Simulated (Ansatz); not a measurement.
# Molecular dynamics, with input and output: ZrPH$_{4}$Cl$_{3}$O (part 3 of 3)

The same run, continued: ZrPH$_{4}$Cl$_{3}$O; RKS BLYP-D4/def2-SVP (Ansatz 0.2.0). It belongs to a series of runs on one base structure; here: dynamics from the highest image of the converged band.

Geometry of the input (Å):
```
Zr 0.0277  -0.2632  -0.2058
O  0.0356  -0.2471  1.9407
H  -0.3591  0.3674  2.5937
Cl 1.9448  0.4615  -1.3682
Cl -1.3158  1.7083  0.0408
Cl -1.3412  -1.7221  -1.4552
P  1.3735  -2.3711  1.0843
H  0.8983  -3.7056  0.9222
H  2.7714  -2.5563  0.8740
H  0.6807  -1.2356  2.2082
```

Log, continued:
```
md step   195: t =    97.50 fs  T =  1245.7 K  F+E_penalty+E_count = -50239.93082667 eV  E_kin = 1.288201 eV  conserved = -50238.64262571 eV  (30 SCF iters, 7 dispersion substeps)
md step   196: t =    98.00 fs  T =  1206.1 K  F+E_penalty+E_count = -50239.88970481 eV  E_kin = 1.247163 eV  conserved = -50238.64254163 eV  (30 SCF iters, 7 dispersion substeps)
md step   197: t =    98.50 fs  T =  1164.6 K  F+E_penalty+E_count = -50239.84672235 eV  E_kin = 1.204261 eV  conserved = -50238.64246090 eV  (31 SCF iters, 7 dispersion substeps)
md step   198: t =    99.00 fs  T =  1122.6 K  F+E_penalty+E_count = -50239.80313285 eV  E_kin = 1.160810 eV  conserved = -50238.64232252 eV  (30 SCF iters, 7 dispersion substeps)
md step   199: t =    99.50 fs  T =  1082.2 K  F+E_penalty+E_count = -50239.76113192 eV  E_kin = 1.119036 eV  conserved = -50238.64209553 eV  (30 SCF iters, 7 dispersion substeps)
these checks for a lower state are left out or cut short: starts, cluster_reference, orbital_swaps, neighbouring_geometries, increment
1445 factors; their error is unknown
mean field -50239.04470289 eV, -1846.2508395835 hartree, gradient 2.6e-5 eV, S^2 0.000000; 0 other end points of the search recorded, 0 dependent functions left out
the calculation of the forces begins
reference -50239.04519390 eV, -1846.2508576279 hartree; 45, 45 occupied and 92, 92 virtual orbitals, 1445 factors
1445 factors; their error is unknown
mean field evaluation 1632: about -50239.0447 eV, gradient 6.9e-3 eV
mean field -50239.04470289 eV, -1846.2508395835 hartree, gradient 2.6e-5 eV, S^2 0.000000; 1 other end points of the search recorded, 0 dependent functions left out
the calculation of the forces begins
reference -50239.04519390 eV, -1846.2508576279 hartree; 45, 45 occupied and 92, 92 virtual orbitals, 1445 factors
md step   200: t =   100.00 fs  T =  1046.8 K  F+E_penalty+E_count = -50239.72426647 eV  E_kin = 1.082447 eV  conserved = -50238.64181911 eV  (33 SCF iters, 7 dispersion substeps)
```

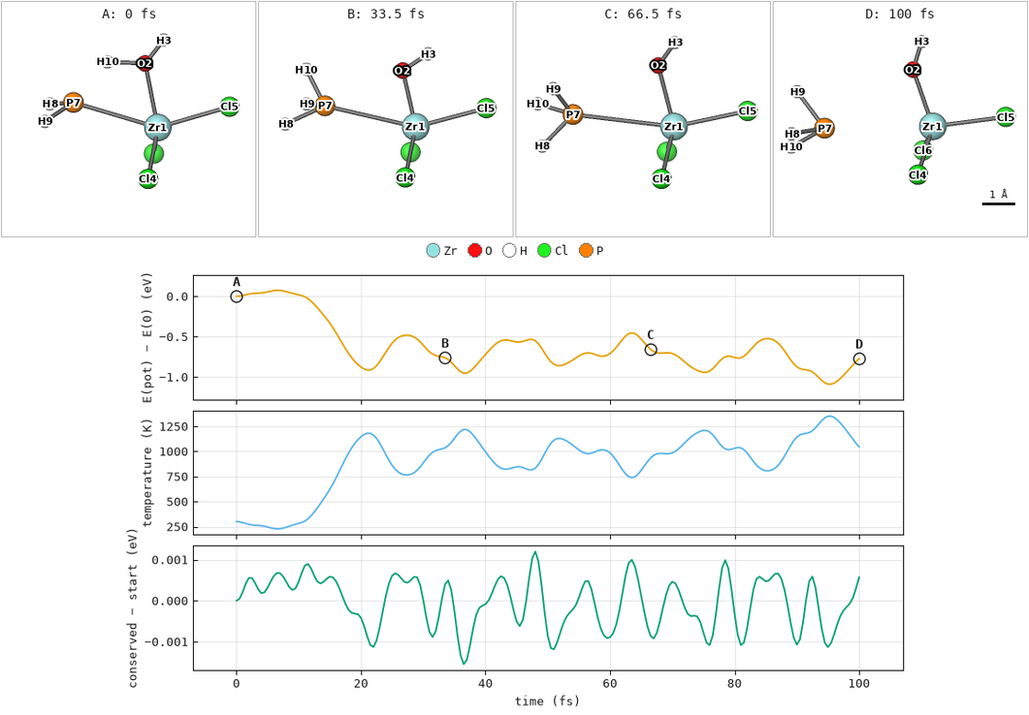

Figure 1. Frames of the molecular dynamics (ball-and-stick, seen at an oblique angle) above the curves, on which the letters mark them. The trajectory kept here has 201 frames over 100 fs. The temperature starts at 300 K, ranges from 228 to 1351 K and averages 1039 K over the second half. The potential energy ends 0.772 eV below its first value. The conserved quantity stays within 0.0027 eV. After an unweighted best fit of the last frame on the first, the root-mean-square displacement is 1.49 Å, and H10 has moved furthest (3.29 Å).

```
Total energy: -50239.72475748 eV, -1846.2758311290 hartree
Atom 0 at    -0.108865    -0.100975    -0.113295 Å, force    -1.139824    -0.271802     1.037910 eV/Å
Atom 1 at    -0.109847    -0.196260     1.839947 Å, force     0.361758    -0.420295    -1.516038 eV/Å
Atom 2 at    -0.421046     0.218699     2.640222 Å, force    -0.287884     0.390233     0.849100 eV/Å
Atom 3 at     1.927496     0.360153    -1.094264 Å, force     0.989117     0.160114    -0.428032 eV/Å
Atom 4 at    -1.286475     1.923414    -0.437222 Å, force    -0.040756    -0.048726    -0.056796 eV/Å
Atom 5 at    -1.411662    -1.796646    -1.207175 Å, force     0.219506     0.165090     0.164762 eV/Å
Atom 6 at     1.836707    -2.806831     0.823617 Å, force     1.187925    -3.212755     0.904306 eV/Å
Atom 7 at     3.250852    -3.043191     1.161999 Å, force    -0.166504     0.770656    -0.695921 eV/Å
Atom 8 at     1.772999    -3.490770     2.129613 Å, force    -0.817690     0.747045    -0.152122 eV/Å
Atom 9 at     1.874812    -4.294935     0.357461 Å, force    -0.305649     1.720441    -0.107170 eV/Å
Dipole moment:     0.233517    -0.220036     0.603850 e Å
```

Trajectory as extended XYZ (Å, eV, eV/Å), 10 of the 201 frames kept, from step=0 to step=200:
```
10
Properties=species:S:1:pos:R:3:forces:R:3 step=0 time_fs=0.0 energy=-50238.95262 temperature=300.0
Zr    0.0277   -0.2632   -0.2058   -0.0014  -0.0027   0.0037
O     0.0356   -0.2471    1.9407    0.0038  -0.0004   0.0224
H    -0.3591    0.3674    2.5937   -0.0073   0.0113  -0.0133
Cl    1.9448    0.4615   -1.3682    0.0042  -0.0001  -0.0055
Cl   -1.3158    1.7083    0.0408   -0.0008   0.0029   0.0000
Cl   -1.3412   -1.7221   -1.4552   -0.0013   0.0008   0.0025
P     1.3735   -2.3711    1.0843   -0.0030   0.0090   0.0029
H     0.8983   -3.7056    0.9222    0.0022   0.0035   0.0013
H     2.7714   -2.5563    0.8740    0.0003   0.0020   0.0020
H     0.6807   -1.2356    2.2082    0.0034  -0.0263  -0.0161
10
Properties=species:S:1:pos:R:3:forces:R:3 step=22 time_fs=11.0 energy=-50238.95833 temperature=306.4
Zr    0.0283   -0.2460   -0.2176   -0.8742  -0.4655   1.2949
O     0.0220   -0.2570    1.9098    0.4920  -0.6003  -1.3442
H    -0.4343    0.3787    2.4552   -0.5494   0.8831   0.7504
Cl    1.9085    0.4522   -1.3263    0.9750   0.3393  -0.5828
Cl   -1.2948    1.7127    0.0232   -0.1696   0.2549  -0.1027
Cl   -1.3524   -1.7248   -1.4332   -0.0445  -0.0855  -0.0834
P     1.3976   -2.4077    1.0856   -0.1047   0.7819  -0.5062
H     1.2015   -3.7920    0.8411   -0.1295  -0.1130   0.3501
H     2.8054   -2.3036    1.0263    0.2531  -0.0791   0.1044
H     0.7716   -1.4226    2.1596    0.1519  -0.9158   0.1196
10
Properties=species:S:1:pos:R:3:forces:R:3 step=44 time_fs=22.0 energy=-50239.84654 temperature=1163.4
Zr    0.0177   -0.2334   -0.2121   -1.4508  -0.1784   2.2179
O     0.0019   -0.2520    1.8289    0.2401  -0.2488  -1.0643
H    -0.4582    0.4515    2.3117   -0.1338   0.3133   0.0990
Cl    1.9031    0.4533   -1.3025    1.3697   0.3653  -0.7143
Cl   -1.2794    1.7255    0.0013   -0.2973   0.4560  -0.3740
Cl   -1.3653   -1.7308   -1.4139   -0.0803  -0.2204  -0.1144
P     1.4277   -2.4269    1.0641   -0.1790  -0.8009   1.3898
H     1.4335   -3.8712    1.0997    0.3152   0.1185  -0.6652
H     2.8155   -2.1684    1.3140    0.0130  -0.1861  -0.0432
H     1.0051   -2.4577    2.4660    0.2032   0.3815  -0.7315
10
Properties=species:S:1:pos:R:3:forces:R:3 step=67 time_fs=33.5 energy=-50239.71316 temperature=1035.9
Zr   -0.0112   -0.2229   -0.1831   -0.3232  -0.2251  -1.7899
O    -0.0175   -0.2415    1.7057   -0.4491   0.9957   2.7065
H    -0.4390    0.5810    2.1016    0.5043  -1.0008  -0.1742
Cl    1.9414    0.4660   -1.3003    0.4946   0.0199  -0.1314
Cl   -1.2738    1.7550   -0.0339   -0.4238   0.6391  -0.3574
Cl   -1.3812   -1.7443   -1.3972   -0.0373  -0.1672   0.0239
P     1.4666   -2.4821    1.0807    1.7581  -1.1429  -1.7562
H     1.9418   -3.8424    0.6746   -0.3035   0.9904  -0.3935
H     2.7891   -2.1470    1.5444   -0.0667   0.3385  -0.2932
H     1.2450   -3.0714    2.2663   -1.1534  -0.4476   2.1654
10
Properties=species:S:1:pos:R:3:forces:R:3 step=89 time_fs=44.5 energy=-50239.51082 temperature=839.6
Zr   -0.0437   -0.2157   -0.1724    0.6448  -0.1335  -1.3731
O    -0.0365   -0.2212    1.7270   -0.2494   0.6615   2.0890
H    -0.3711    0.5960    2.1779    0.1635  -0.5464  -0.1238
Cl    1.9956    0.4790   -1.3034   -0.3472  -0.2882   0.3167
Cl   -1.2815    1.8029   -0.0796   -0.2460   0.3309  -0.3174
Cl   -1.3978   -1.7628   -1.3808   -0.0324  -0.1083   0.0488
P     1.5410   -2.5849    1.0948   -0.7813   2.2053  -0.5404
H     2.1563   -3.2098   -0.0119    0.1514  -1.3753   0.4229
H     2.7075   -1.9015    1.5672   -0.2011  -0.3506   0.3403
H     0.9525   -3.2675    2.2505    0.8976  -0.3953  -0.8629
10
Properties=species:S:1:pos:R:3:forces:R:3 step=111 time_fs=55.5 energy=-50239.67137 temperature=995.4
Zr   -0.0691   -0.2093   -0.1767    0.6248   0.7310   1.6580
O    -0.0576   -0.1907    1.8628    0.3926  -0.9406  -2.0786
H    -0.3380    0.5382    2.4170   -0.3323   0.7524   0.4572
Cl    2.0388    0.4828   -1.2964   -0.9594  -0.5025   0.5844
Cl   -1.2965    1.8601   -0.1358    0.1667  -0.4013  -0.3136
Cl   -1.4150   -1.7842   -1.3625    0.1247   0.1009   0.1357
P     1.6019   -2.6320    1.0662   -0.9047  -1.6528  -0.1929
H     2.3433   -3.3621    0.0377    0.2716   0.5065   0.6173
H     2.5681   -1.9758    1.9183    0.1159  -0.6883  -0.2054
H     1.2453   -3.9909    1.8096    0.5002   2.0948  -0.6622
10
Properties=species:S:1:pos:R:3:forces:R:3 step=133 time_fs=66.5 energy=-50239.60889 temperature=933.8
Zr   -0.0864   -0.1940   -0.1630    0.5107   1.1864   1.9630
O    -0.0720   -0.1738    1.9069    0.3665  -0.9775  -2.8657
H    -0.3570    0.4884    2.5387   -0.2914   0.6382   0.4438
Cl    2.0515    0.4707   -1.2708   -1.1721  -0.5196   0.6452
Cl   -1.3068    1.9054   -0.2022    0.3606  -0.7821  -0.2520
Cl   -1.4282   -1.8027   -1.3397    0.2906   0.2788   0.2831
P     1.6489   -2.6848    1.0122    1.7426  -1.2530  -0.2088
H     2.8842   -3.2394    0.3960   -0.6875   0.7459  -0.3616
H     2.4832   -2.5396    2.1569   -0.1631   0.7555   0.4033
H     1.5417   -4.0526    1.4417   -0.9569  -0.0726  -0.0505
10
Properties=species:S:1:pos:R:3:forces:R:3 step=156 time_fs=78.0 energy=-50239.72544 temperature=1048.1
Zr   -0.0975   -0.1636   -0.1252    0.4735   0.2052  -0.7183
O    -0.0803   -0.1805    1.7982   -0.3957   0.6325   1.0381
H    -0.4063    0.4531    2.4964    0.3368  -0.6652  -0.7045
Cl    2.0257    0.4404   -1.2220   -0.7455  -0.3141   0.4694
Cl   -1.3059    1.9272   -0.2802    0.2268  -0.5431  -0.1057
Cl   -1.4322   -1.8123   -1.3061    0.2916   0.3581   0.3505
P     1.7419   -2.7702    0.9610   -0.6858   3.8205   0.2673
H     3.0191   -2.5982    0.3763    0.3531  -1.0369  -0.0325
H     2.0462   -2.5845    2.3551    0.0960  -0.1045  -0.3135
H     1.1924   -3.9932    1.0290    0.0491  -2.3525  -0.2507
10
Properties=species:S:1:pos:R:3:forces:R:3 step=178 time_fs=89.0 energy=-50239.73838 temperature=1059.3
Zr   -0.1026   -0.1308   -0.1000   -0.0208  -0.2738  -3.9139
O    -0.0924   -0.1890    1.7252   -0.3405   0.4297   3.9500
H    -0.4355    0.3688    2.4660    0.2978  -0.4838  -0.3506
Cl    1.9763    0.4009   -1.1598   -0.0023  -0.0236   0.1173
Cl   -1.2973    1.9295   -0.3584    0.0542  -0.2352  -0.0018
Cl   -1.4262   -1.8097   -1.2622    0.2538   0.3223   0.3533
P     1.8006   -2.8026    0.9101   -0.9164   0.7099  -1.4039
H     3.1713   -2.8540    0.4867    0.0582   0.0338   0.7238
H     1.7007   -2.7158    2.3572    0.5769  -0.8205  -0.4109
H     1.4880   -4.1400    0.4064    0.0390   0.3411   0.9366
10
Properties=species:S:1:pos:R:3:forces:R:3 step=200 time_fs=100.0 energy=-50239.72427 temperature=1046.8
Zr   -0.1089   -0.1010   -0.1133   -1.1398  -0.2718   1.0379
O    -0.1098   -0.1963    1.8399    0.3618  -0.4203  -1.5160
H    -0.4210    0.2187    2.6402   -0.2879   0.3902   0.8491
Cl    1.9275    0.3602   -1.0943    0.9891   0.1601  -0.4280
Cl   -1.2865    1.9234   -0.4372   -0.0408  -0.0487  -0.0568
Cl   -1.4117   -1.7966   -1.2072    0.2195   0.1651   0.1648
P     1.8367   -2.8068    0.8236    1.1879  -3.2128   0.9043
H     3.2509   -3.0432    1.1620   -0.1665   0.7707  -0.6959
H     1.7730   -3.4908    2.1296   -0.8177   0.7470  -0.1521
H     1.8748   -4.2949    0.3575   -0.3056   1.7204  -0.1072
```

Summary:

- outcome: finished
- mean temperature over the second half: 1039 K
- trajectory: 200 steps, 100 fs
- ensemble: nve
- temperature in the input: 300.0 K
- time step: 0.5 fs
- potential energy (last step): −50239.7248 eV
- mean-field energy (last step): −50239.0452 eV
- largest force (length of the vector) (last step): 3.543 eV/Å
- wall time: 5.8 min (CPU time 21 min)
- peak memory: 0.25 GiB

Notes:

So short a trajectory is not equilibrated.
